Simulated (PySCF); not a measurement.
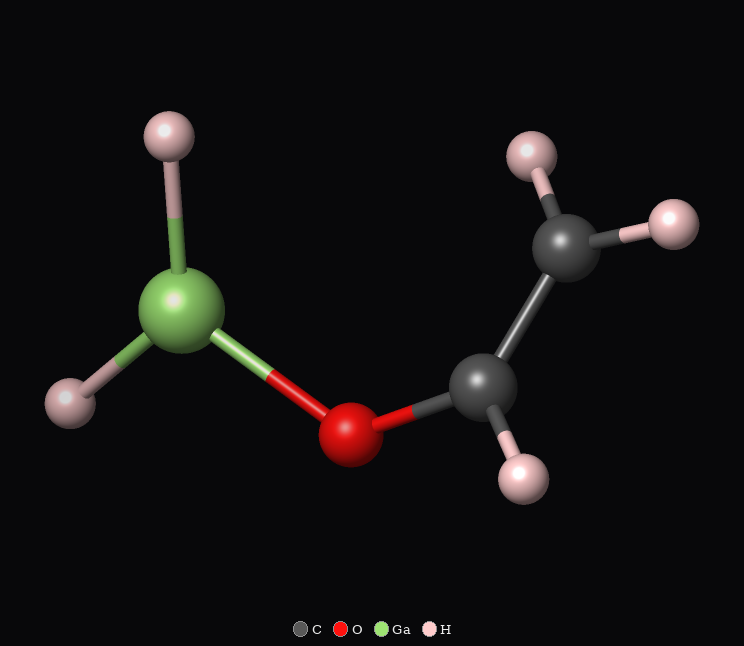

The geometry was computed by an optimisation with PBE0-D3(BJ)/def2-SVP. No frequency run is at hand to confirm it as a minimum. Properties computed with PBE0/def2-TZVPD, gas phase (PySCF 2.14.0). Excitations: vertical, linear response.

Predict the main results.

The species is C₂H₅GaO (`C=C[O][GaH2]`).
- dipole moment: 1.37 D
- HOMO energy (Kohn–Sham orbital): −6.62 eV
- LUMO energy (Kohn–Sham orbital): −1.56 eV
- HOMO–LUMO gap: 5.06 eV
- mean static polarisability: 60.3 bohr³
- lowest vertical singlet excitation: 4.00 eV
- its oscillator strength: 0.033
- brightest of the 10 lowest singlets: 6.92 eV
- its oscillator strength: 0.12
